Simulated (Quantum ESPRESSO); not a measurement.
**Converging the density cutoff: CrB₄ (Imm2, 5 atoms in the cell)**

```
CELL_PARAMETERS angstrom
      1.42058     2.35917     2.72173
     -1.42058     2.35917     2.72173
     -1.42058    -2.35917     2.72173
ATOMIC_POSITIONS crystal
  Cr 0.00919 0.00000 0.00919
  B  0.34213 0.80413 0.53800
  B  0.65787 0.19587 0.46200
  B  0.34213 0.19587 0.14626
  B  0.65787 0.80413 0.85374
```

Method: PBEsol, PSlibrary ultrasoft (PBE) pseudopotentials (plane waves; Quantum ESPRESSO).

Base settings: ecutwfc = 55 Ry; ecutrho = 495 Ry; occupations = smearing; smearing = gaussian; degauss = 0.0073499 Ry; input_dft = pbesol; potentials = {Cr: Cr.pbe-spn-rrkjus_psl.1.0.0.UPF, B: B.pbe-n-rrkjus_psl.1.0.0.UPF}; K_POINTS = automatic 4 4 4 0 0 0; conv_thr = 1e-10 Ry.

The mesh stays at the base's, so the ladder's end is converged at best in this setting alone.

Only quantities that move along the ladder and can be compared are tabulated.

The starting cell comes from a database of computed structures (which also holds hypothetical and non-ambient phases and stackings), without a prior relaxation at this level. Its lattice was rescaled by up to half a per cent. One atom was moved a little off its site on purpose. Spin polarisation is off. In the base run, forces exceed 1 eV/Å. Without a gap this mesh is coarse (it stands for a supercell whose shortest vector is 11 Å).

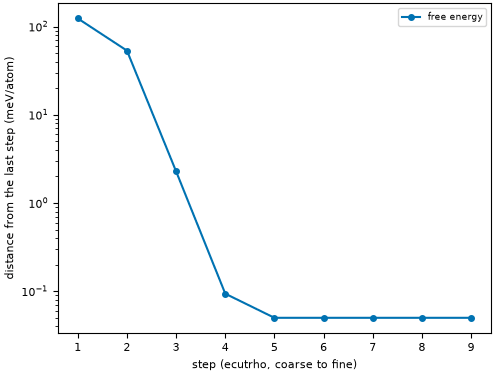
Fig. 1. Distance from the last step along the ladder; very small values are drawn at a floor.

| ecutrho | free energy less the last step's (meV/atom) | pressure (GPa) | largest difference of a force vector from the last step's (eV/Å) |
|---|---|---|---|
| 110 Ry | -123.49 | 1.76 | 0.228 |
| 165 Ry | -53.30 | 9.31 | 0.085 |
| 220 Ry | -2.28 | 3.35 | 0.008 |
| 275 Ry | 0.09 | 2.52 | 0.004 |
| 330 Ry | -0.03 | 2.58 | 0.002 |
| 440 Ry | 0.00 | 2.54 | 0.001 |
| 495 Ry | -0.03 | 2.55 | 0.000 |
| 550 Ry | -0.01 | 2.55 | 0.000 |
| 660 Ry | -0.02 | 2.55 | 0.000 |
| 880 Ry | 0.00 | 2.55 | 0.000 |

Coarsest ecutrho that holds the pressure within 1 GPa of the last step, with all finer ones: 220 Ry; the step before is off by 6.8 GPa.

Coarsest ecutrho that holds the free energy within 5 meV/atom of the last step, with all finer ones: 220 Ry; the step before is off by 53 meV/atom.

Coarsest ecutrho that holds the forces within 0.01 eV/Å of the last step, with all finer ones: 220 Ry; the step before is off by 0.085 eV/Å.
